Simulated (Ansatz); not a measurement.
The parent structure is MoTe2 (space group P6_3/mmc, No. 194; a = 3.4966 Å, c = 13.6959 Å; layered, stacked along the Cartesian z axis).

The change: an isotropic linear strain of +1.20 %; the atoms relax in the strained cell.

The values are results of Kohn–Sham DFT with the PBE-D3(BJ) functional, run in Ansatz (a first-principles code) with PAW and 420 eV plane waves, no spin-orbit coupling, not measurements.

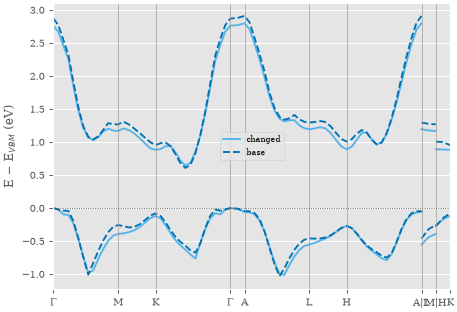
Figure: Highest valence and lowest conduction band along the path, each from its own valence-band maximum

The gap is 0.65 eV, indirect, Γ → K–Γ (40 % along); the base has 0.60 eV.

With Te present, leaving out spin-orbit coupling can change the band edges. Stability against distortions was not tested. The D3 term's C6 switches between coordination references near this geometry, which can add small steps to energies.
